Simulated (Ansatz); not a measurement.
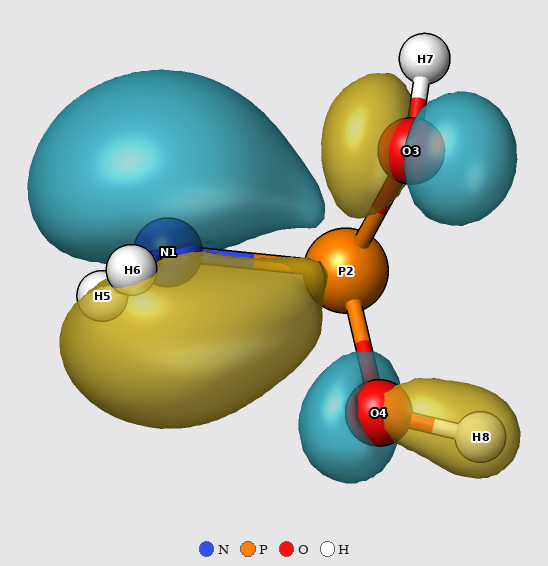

H$_{4}$NO$_{2}$P. The HOMO−1 at ±0.1 Å⁻³ᐟ² (yellow and cyan are the two phases), seen at a tilt.

Geometry: PBE0-D4/def2-TZVP.

Theory: Ansatz 0.2.0, RKS PBE0-D4/def2-TZVPP.

```csv
atom,x (Å),y (Å),z (Å)
N,-0.4405,1.2228,-0.0053
P,0.2247,-0.1717,-0.6455
O,1.3849,-0.4942,0.4767
O,-0.8551,-1.2714,-0.0800
H,-1.0205,1.7559,-0.6346
H,-0.8245,1.1753,0.9308
H,2.2231,-0.1036,0.2125
H,-0.5999,-2.1699,-0.3102
```

> Where does this orbital lie, and at what energy?

By Hirshfeld shares it lies mainly on N1 (about 65 %), P2 (about 10 %) and O3 (about 5 %); largely a lone pair of N1. Its energy is −8.02 eV.
